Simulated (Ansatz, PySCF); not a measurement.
Dissociation curve of SMILES [SiH3]Cl. The Si1–H5 bond (Si1 also carries Cl, H, H; H5 carries nothing else) is pulled apart rigidly from the PBE0/def2-TZVP optimised geometry.

```
5

Si     0.0000     0.0000     0.0000
Cl    -1.7059    -0.9391    -0.6529
H      0.0000     1.3880    -0.5160
H      1.1728    -0.7423    -0.5159
H      0.0000     0.0000     1.4808
```

Computed with: RCCSD = CCSD on RHF/cc-pVDZ, frozen core (Ansatz, a first-principles code); RCCSDT(Q) = CCSDT(Q) on RHF/cc-pVDZ, frozen core run with Ansatz; RCCSDT = CCSDT on RHF/cc-pVDZ, frozen core run with Ansatz; UKS-B3LYP = unrestricted B3LYP/cc-pVDZ run with PySCF 2.14.0; UCCSDT = Ansatz with CCSDT on UHF/cc-pVDZ, frozen core.

Energies are in kJ/mol, each relative to the lowest point of its own curve near equilibrium.

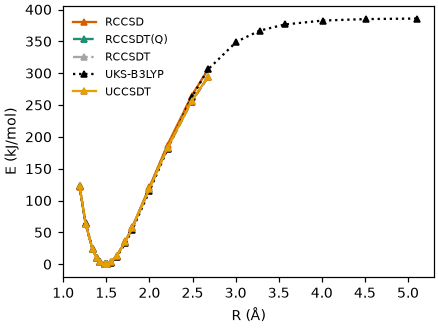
Fig. 1. Energy against bond length for each method.

```json
[
 {"R / Å": "1.19", "RCCSD": "121.8", "RCCSDT(Q)": "122.4", "RCCSDT": "122.4", "UKS-B3LYP": "122.2", "UCCSDT": "122.4"},
 {"R / Å": "1.26", "RCCSD": "63.3", "RCCSDT(Q)": "63.8", "RCCSDT": "63.8", "UKS-B3LYP": "64.3", "UCCSDT": "63.8"},
 {"R / Å": "1.34", "RCCSD": "23.3", "RCCSDT(Q)": "23.6", "RCCSDT": "23.6", "UKS-B3LYP": "24.3", "UCCSDT": "23.6"},
 {"R / Å": "1.39", "RCCSD": "9.3", "RCCSDT(Q)": "9.5", "RCCSDT": "9.5", "UKS-B3LYP": "10.0", "UCCSDT": "9.5"},
 {"R / Å": "1.43", "RCCSD": "2.9", "RCCSDT(Q)": "3.1", "RCCSDT": "3.1", "UKS-B3LYP": "3.4", "UCCSDT": "3.1"},
 {"R / Å": "1.48", "RCCSD": "0.0", "RCCSDT(Q)": "0.0", "RCCSDT": "0.0", "UKS-B3LYP": "0.0", "UCCSDT": "0.0"},
 {"R / Å": "1.51", "RCCSD": "0.5", "RCCSDT(Q)": "0.4", "RCCSDT": "0.4", "UKS-B3LYP": "0.2", "UCCSDT": "0.4"},
 {"R / Å": "1.55", "RCCSD": "3.4", "RCCSDT(Q)": "3.2", "RCCSDT": "3.2", "UKS-B3LYP": "2.6", "UCCSDT": "3.2"},
 {"R / Å": "1.62", "RCCSD": "13.5", "RCCSDT(Q)": "13.0", "RCCSDT": "13.0", "UKS-B3LYP": "11.7", "UCCSDT": "13.0"},
 {"R / Å": "1.72", "RCCSD": "35.9", "RCCSDT(Q)": "34.9", "RCCSDT": "35.0", "UKS-B3LYP": "32.7", "UCCSDT": "35.0"},
 {"R / Å": "1.80", "RCCSD": "58.2", "RCCSDT(Q)": "56.8", "RCCSDT": "56.8", "UKS-B3LYP": "53.8", "UCCSDT": "56.8"},
 {"R / Å": "2.00", "RCCSD": "121.2", "RCCSDT(Q)": "118.4", "RCCSDT": "118.5", "UKS-B3LYP": "114.7", "UCCSDT": "118.5"},
 {"R / Å": "2.21", "RCCSD": "187.7", "RCCSDT(Q)": "182.7", "RCCSDT": "183.0", "UKS-B3LYP": "180.9", "UCCSDT": "183.0"},
 {"R / Å": "2.49", "RCCSD": "264.5", "RCCSDT(Q)": "255.5", "RCCSDT": "256.0", "UKS-B3LYP": "262.2", "UCCSDT": "256.2"},
 {"R / Å": "2.68", "RCCSD": "306.2", "RCCSDT(Q)": "293.5", "RCCSDT": "294.2", "UKS-B3LYP": "305.9", "UCCSDT": "294.6"},
 {"R / Å": "3.01", "RCCSD": "—", "RCCSDT(Q)": "—", "RCCSDT": "—", "UKS-B3LYP": "349.4", "UCCSDT": "—"},
 {"R / Å": "3.28", "RCCSD": "—", "RCCSDT(Q)": "—", "RCCSDT": "—", "UKS-B3LYP": "366.9", "UCCSDT": "—"},
 {"R / Å": "3.57", "RCCSD": "—", "RCCSDT(Q)": "—", "RCCSDT": "—", "UKS-B3LYP": "376.5", "UCCSDT": "—"},
 {"R / Å": "4.01", "RCCSD": "—", "RCCSDT(Q)": "—", "RCCSDT": "—", "UKS-B3LYP": "382.7", "UCCSDT": "—"},
 {"R / Å": "4.51", "RCCSD": "—", "RCCSDT(Q)": "—", "RCCSDT": "—", "UKS-B3LYP": "385.0", "UCCSDT": "—"},
 {"R / Å": "5.11", "RCCSD": "—", "RCCSDT(Q)": "—", "RCCSDT": "—", "UKS-B3LYP": "385.8", "UCCSDT": "—"}
]
```

Dashes: no converged value, or the column stops at the first point that the program doubted or that broke a chosen test of continuity, which isn't proof of a fault.

The T1 diagnostic of CCSD on the restricted reference of RCCSD, RCCSDT(Q), RCCSDT exceeds 0.045 at 3.57 to 5.11 Å. The unrestricted determinant behind UKS-B3LYP is spin-contaminated at 2.68 to 5.11 Å (<S²> up to 1.0, against 0.00 for a pure singlet). The unrestricted determinant behind UCCSDT is spin-contaminated at 2.21 to 5.11 Å (<S²> up to 1.0, against 0.00 for a pure singlet).
